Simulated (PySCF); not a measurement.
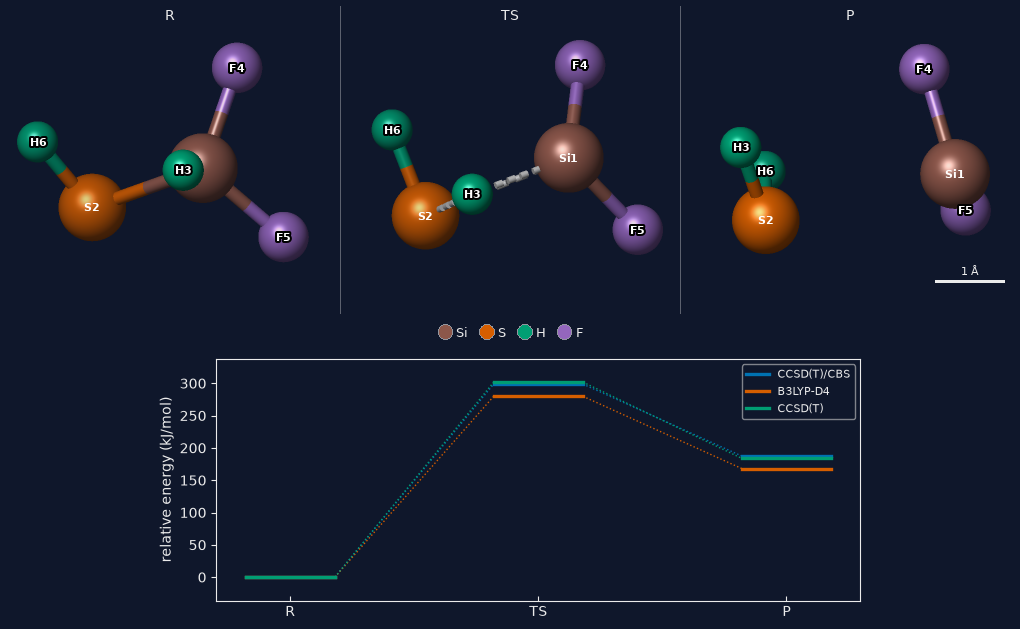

A reaction step of SiH2SF2, with its energy diagram. The picture is a ball-and-stick view, seen at a tilt. Dashed sticks mark bonds that form or break.

Stationary points at PBE0-D4/def2-TZVP, single-point energies with CCSD(T)/CBS, B3LYP-D4, CCSD(T) (def2-TZVPP where no basis is named; PySCF 2.14.0). The energies are electronic, without zero-point or thermal terms, and both ends are the minima reached downhill from the saddle, with any fragments still in contact. CCSD(T)/CBS stands for a frozen-core estimate: MP2 correlation extrapolated from def2-TZVPP and def2-QZVPP, CCSD(T) minus MP2 from the smaller set.

> What happens, and what does it cost?

Counted by bonded pieces, R holds SiH₂SF₂ and P holds H₂S + SiF₂. From R over the saddle to P, a bond forms: S2–H3 (3.03 → 1.70 → 1.34 Å). Bonds break: Si1–S2 (2.11 → 2.43 → 2.85 Å), Si1–H3 (1.47 → 1.62 → 3.19 Å). The saddle has one imaginary mode, 1077i cm⁻¹. With CCSD(T)/CBS the barrier is 298.7 kJ/mol from R and 111.3 kJ/mol from P, and P lies 187.4 kJ/mol above R.

```csv
level,barrier from R (kJ/mol),barrier from P (kJ/mol),P less R (kJ/mol)
CCSD(T)/CBS,298.7,111.3,187.4
B3LYP-D4,279.8,111.8,168.0
CCSD(T),301.8,117.9,183.9
```

Against CCSD(T)/CBS, CCSD(T) comes closest on the barrier from R (+3.1 kJ/mol) and B3LYP-D4 misses most (−18.9 kJ/mol). At 1 of the 3 structures the mean-field solution behind CCSD(T) isn't stable (a lower one of broken symmetry exists), so those energies are less reliable.
